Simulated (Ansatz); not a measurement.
**Liquid pyrrole from a run at 300 K (150 atoms), the frame at 57 fs of a trajectory (instantaneous temperature 256 K)**

The starting structure: 15 pyrrole placed at random, at 0.97 g/cm³; overlaps pushed apart, then 10 ps at 450 K with MMFF94 bonds, angles, torsions, charges and radii (Halgren, J. Comput. Chem. 17, 490 (1996)) in harmonic and 12-6 forms. Snapshot after 20 ps at 300 K and fixed volume.

This is the frame at 57 fs of a trajectory (instantaneous temperature 256 K). Method: Kohn-Sham DFT, LDA, PAW (set soft_2), plane waves (Ansatz 0.2.0); cutoff 420 eV, Γ point, gaussian smearing of 0.025 eV; density 0.970 g/cm³.

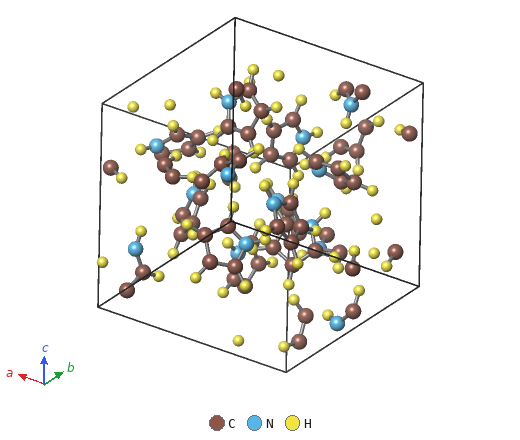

The structure (carbon brown, nitrogen blue, hydrogen yellow). Bonds to atoms that aren't drawn are left out. Some periodic images of atoms are drawn too.

Cell vectors (Å):

```
11.988 0.000 0.000
0.000 11.988 0.000
0.000 0.000 11.988
```

Positions in Å, forces in eV/Å:

```tsv
atom	x	y	z	fx	fy	fz
C1	4.735	5.437	3.543	-1.059	0.826	0.955
C2	3.865	5.983	2.558	0.855	0.365	0.798
C3	3.150	6.989	3.206	-1.123	0.053	-2.195
N4	3.447	7.014	4.498	0.435	-0.379	1.345
C5	4.387	6.076	4.742	1.445	-1.503	0.030
H6	5.549	4.713	3.484	-0.193	-0.088	-0.268
H7	3.902	5.715	1.508	-0.230	0.196	-0.243
H8	2.409	7.689	2.776	0.305	-0.298	0.258
H9	2.948	7.539	5.250	0.186	0.064	-0.477
H10	4.817	5.764	5.723	-0.566	0.798	-0.455
C11	7.474	1.484	10.132	2.604	-0.117	-0.646
C12	7.856	2.851	10.106	-0.085	1.205	0.461
C13	9.229	2.936	9.803	-0.641	0.016	-0.409
N14	9.641	1.677	9.528	-0.788	0.075	1.043
C15	8.670	0.759	9.786	-1.182	-0.563	-0.136
H16	6.484	1.128	10.393	-0.064	-0.356	0.036
H17	7.160	3.721	10.338	0.909	-0.969	-0.183
H18	10.029	3.713	9.741	-1.017	-0.112	0.040
H19	10.547	1.546	9.090	0.633	-0.760	-0.109
H20	8.904	11.624	9.710	-0.421	1.706	0.011
C21	11.519	11.580	8.100	0.633	1.047	0.380
C22	0.020	0.939	7.804	-0.107	-2.063	0.948
C23	0.927	1.271	8.783	-1.236	-0.575	-0.110
N24	0.959	0.261	9.697	0.424	0.008	-0.816
C25	0.235	11.175	9.265	-1.447	0.522	-0.578
H26	10.629	11.150	7.566	1.127	-0.154	0.541
H27	11.767	1.601	6.997	-0.471	0.053	-0.599
H28	1.378	2.239	8.858	0.730	0.428	0.528
H29	1.623	0.260	10.468	0.272	-0.214	0.284
H30	0.194	10.250	9.887	-0.069	0.669	-0.573
C31	8.309	8.092	7.966	-0.459	2.016	-0.839
C32	8.236	9.158	8.892	0.633	-0.035	1.718
C33	8.721	8.693	10.137	-0.408	-0.792	-0.743
N34	9.062	7.366	9.903	-0.654	2.460	0.151
C35	8.861	7.057	8.641	0.082	-2.447	-2.443
H36	8.014	8.226	6.895	0.370	-0.554	0.821
H37	8.017	10.211	8.731	-0.452	-0.034	-0.233
H38	8.749	9.074	11.187	0.004	-0.080	-0.923
H39	9.495	6.771	10.547	0.907	-1.136	1.670
H40	9.151	6.088	8.159	-0.206	0.568	0.816
C41	11.179	1.454	0.638	-0.532	0.836	0.718
C42	0.520	1.886	0.842	0.090	0.478	0.887
C43	0.517	2.433	2.135	1.821	-0.506	-0.780
N44	11.287	2.310	2.673	-0.059	1.123	2.423
C45	10.438	1.822	1.779	0.200	-1.396	-1.798
H46	10.699	0.986	11.784	-0.010	-0.097	-0.606
H47	1.472	1.887	0.250	-0.997	-0.351	0.193
H48	1.424	2.636	2.704	-0.130	0.195	0.273
H49	11.088	2.502	3.697	0.029	0.044	-1.440
H50	9.378	1.724	1.931	-0.421	-0.101	0.256
C51	11.359	4.931	6.504	-0.059	-1.025	0.753
C52	11.428	5.787	5.423	-0.090	1.098	-0.604
C53	0.490	5.374	4.630	-1.046	0.026	-0.489
N54	1.001	4.244	5.167	0.673	0.758	-1.199
C55	0.360	3.984	6.304	-0.003	-1.624	2.165
H56	10.593	4.857	7.300	0.478	0.221	-0.324
H57	10.776	6.643	5.239	0.032	-0.064	-0.131
H58	0.678	5.559	3.581	0.414	0.543	-0.170
H59	1.813	3.841	4.684	-0.029	-0.595	0.805
H60	0.624	3.128	6.980	-0.028	0.859	-0.787
C61	3.791	9.861	6.638	-1.517	0.759	-1.193
C62	2.451	9.382	6.446	0.653	-1.047	1.263
C63	2.370	8.128	7.045	-1.006	-0.203	-0.229
N64	3.584	7.823	7.486	2.581	0.445	0.561
C65	4.491	8.854	7.220	0.336	-1.633	1.867
H66	4.046	10.870	6.273	0.408	-0.419	0.214
H67	1.573	9.823	6.053	-0.685	0.958	-0.660
H68	1.550	7.387	7.210	0.342	0.744	-0.340
H69	3.919	7.011	8.036	-0.450	-0.082	-0.229
H70	5.493	8.697	7.719	-0.755	0.551	-0.883
C71	3.624	11.119	0.261	0.044	-0.625	-0.941
C72	3.871	0.335	11.517	-0.736	-0.646	1.644
C73	3.859	0.037	10.185	0.123	0.415	0.645
N74	3.643	10.716	10.059	0.322	-1.072	1.203
C75	3.556	10.100	11.269	-0.409	0.670	1.621
H76	3.481	11.042	1.369	0.373	-0.112	-0.996
H77	3.933	1.269	0.070	0.220	0.532	-0.342
H78	3.954	0.688	9.358	0.134	0.586	-1.047
H79	3.579	10.200	9.216	0.079	-0.569	-1.613
H80	3.469	8.996	11.411	-0.101	0.839	-0.415
C81	9.680	6.315	2.323	-1.521	-0.650	-1.160
C82	9.141	6.055	1.014	2.539	-0.873	-0.840
C83	7.891	6.544	0.937	-2.006	0.287	-1.471
N84	7.549	7.019	2.168	-0.327	-0.366	-0.652
C85	8.585	6.823	2.981	1.333	0.478	0.552
H86	10.678	6.113	2.700	-0.104	-0.135	0.145
H87	9.646	5.495	0.165	-0.336	0.659	0.930
H88	7.242	6.571	11.984	0.552	0.000	1.533
H89	6.718	7.550	2.467	0.029	-0.062	-0.324
H90	8.541	7.213	3.959	-0.082	0.425	1.325
C91	5.410	6.239	9.878	-1.467	0.151	1.825
C92	4.889	5.267	9.027	1.228	-0.769	-2.908
C93	3.527	5.053	9.253	0.727	0.570	0.603
N94	3.266	5.826	10.332	-0.972	-0.278	1.181
C95	4.355	6.446	10.758	0.886	1.940	0.709
H96	6.297	6.872	9.981	0.415	-0.667	-0.486
H97	5.559	4.840	8.229	-1.008	0.123	0.396
H98	2.658	4.586	8.804	0.312	-0.533	-0.469
H99	2.397	5.854	10.891	0.016	-0.124	-0.592
H100	4.310	7.106	11.644	0.021	-0.278	-0.336
C101	6.656	9.841	1.361	-3.250	-0.235	-0.499
C102	5.902	9.615	2.616	1.060	1.029	-0.911
C103	6.827	9.959	3.582	-1.189	-1.276	2.269
N104	8.033	10.173	3.047	0.507	1.575	1.927
C105	7.884	10.292	1.700	1.781	-0.826	-0.382
H106	6.151	9.741	0.322	1.106	0.284	1.596
H107	4.824	9.431	2.809	0.645	-0.039	-0.353
H108	6.728	10.025	4.716	-0.078	-0.287	-1.399
H109	8.801	10.401	3.773	-0.465	-0.189	-2.117
H110	8.765	10.524	1.103	-0.085	-0.003	-0.202
C111	11.060	9.701	4.635	-1.194	0.307	0.730
C112	11.809	9.008	3.653	-0.375	2.623	0.438
C113	0.187	10.024	2.798	1.364	-0.788	-2.472
N114	11.681	11.199	3.167	-1.265	1.260	0.890
C115	10.906	11.064	4.300	-0.121	-0.464	0.885
H116	10.577	9.275	5.527	0.170	-0.053	-0.199
H117	0.125	7.996	3.596	0.161	-1.085	0.118
H118	0.712	10.007	1.794	-0.292	-0.201	1.166
H119	11.820	0.089	2.658	-0.066	-0.105	-0.166
H120	10.255	11.888	4.852	1.616	-1.436	-1.280
C121	7.965	1.678	4.875	-0.154	0.398	1.859
C122	8.245	3.061	4.846	-0.833	-1.337	2.445
C123	8.099	3.550	6.153	0.021	-1.673	-0.942
N124	7.771	2.471	6.969	0.319	1.840	-0.652
C125	7.671	1.377	6.231	0.526	-0.462	-2.808
H126	7.992	1.026	4.002	-0.184	-0.259	0.169
H127	8.470	3.480	3.927	0.572	1.767	-1.607
H128	8.197	4.542	6.522	0.137	0.769	0.471
H129	7.725	2.530	8.001	-0.167	-0.048	0.017
H130	7.343	0.429	6.553	-0.301	-1.062	0.967
C131	0.126	6.218	10.355	0.614	1.149	-0.119
C132	0.325	7.293	11.250	-0.365	-0.217	2.533
C133	0.510	6.756	0.583	-0.119	0.535	-1.760
N134	0.576	5.421	0.406	-0.309	-1.517	-0.466
C135	0.339	5.079	11.025	0.894	-2.317	3.605
H136	11.978	6.195	9.294	-0.138	0.469	-0.823
H137	0.262	8.368	11.164	-0.210	0.266	-0.623
H138	0.497	7.238	1.605	0.177	-0.433	-1.227
H139	0.678	4.695	1.173	-0.167	0.714	-1.026
H140	0.524	3.988	10.807	-0.584	1.111	-0.199
C141	2.684	1.163	5.053	-0.011	-0.587	0.557
C142	3.150	0.634	3.802	0.230	2.199	1.333
C143	4.308	1.329	3.558	1.007	-0.700	-0.757
N144	4.652	2.104	4.639	0.835	-0.469	-1.035
C145	3.720	1.960	5.589	-2.564	-0.453	-0.523
H146	1.681	0.973	5.530	1.092	-0.012	-0.222
H147	2.735	11.927	3.105	-0.663	-0.438	-0.315
H148	4.910	1.188	2.631	0.061	0.359	0.884
H149	5.595	2.510	4.772	-0.378	-0.121	-0.121
H150	3.628	2.555	6.488	0.431	0.185	0.249
```

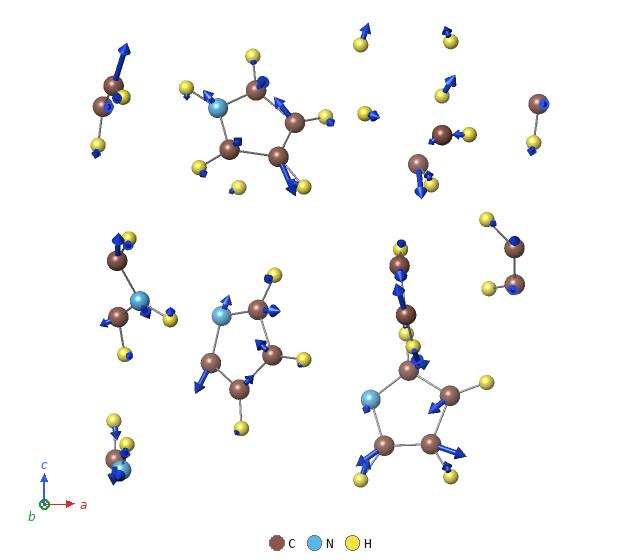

The forces as arrows, the longest 4.38 eV/Å. Drawn is a slice 4 Å thick, seen along the normal of the ac plane. Bonds to atoms that aren't drawn are left out.

The network of contacts between molecules at the start is that of the classical potential that made the cell. The functional has no dispersion term, which matters for the binding between molecules or layers, where LDA binds through overlap of densities alone. The density was typed from a rule of thumb and may lie off the real one at this temperature. Only the Γ point is sampled, in a cell whose shortest periodic width is 12 Å.

The r.m.s. force component is 0.951 eV/Å; the longest force, 4.38 eV/Å, acts on C135. The energy lies 5.6 meV/atom above that of the first step of this run.

[Logs are printed without paths, hosts, clocks, repeated set-up lines and the standing remarks that a program may print on its own settings, such as how far it seeks lower states.]

[Hosts, paths, dates, database ids (printed as entryN), source tags and the programs' standing remarks are cut or masked in the printed files.]

[The MMFF94 radii named for the starting cell were scaled by 0.96; in molecules described by MMFF94, hydrogen bound to N, O or S took a small fixed 12-6 site in their place.]
